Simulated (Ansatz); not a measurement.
Start from Pt in the fcc (Cu type) structure (space group Fm-3m, No. 225; a = 3.920 Å; relaxed with 0.1 eV smearing).

Structures relaxed with PBEsol/PAW in Ansatz (a program for electronic structure), no SOC.

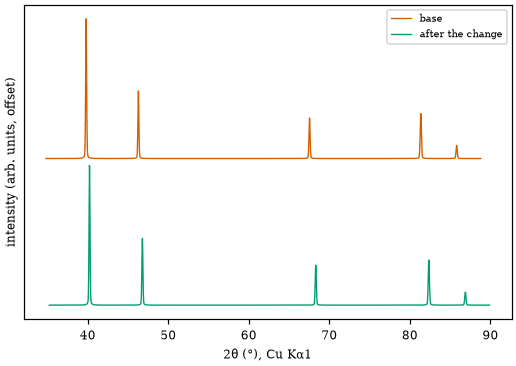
Fig. 1. Simulated powder patterns before (top) and after one change

Problem. Which of these changes matches the shifts?
A) isotropic strain −2.00 %
B) isotropic strain −1.50 %
C) isotropic strain +2.00 %
D) isotropic strain −1.00 %

Solution. D, isotropic strain −1.00 %. Its volume per atom is 14.61 Å³ against 15.06 Å³, and its space group is Fm-3m (No. 225).

Stability against distortions was not tested. All final runs are without spin polarisation. Pt lies near a magnetic instability that expansion can trigger; it was not tested.
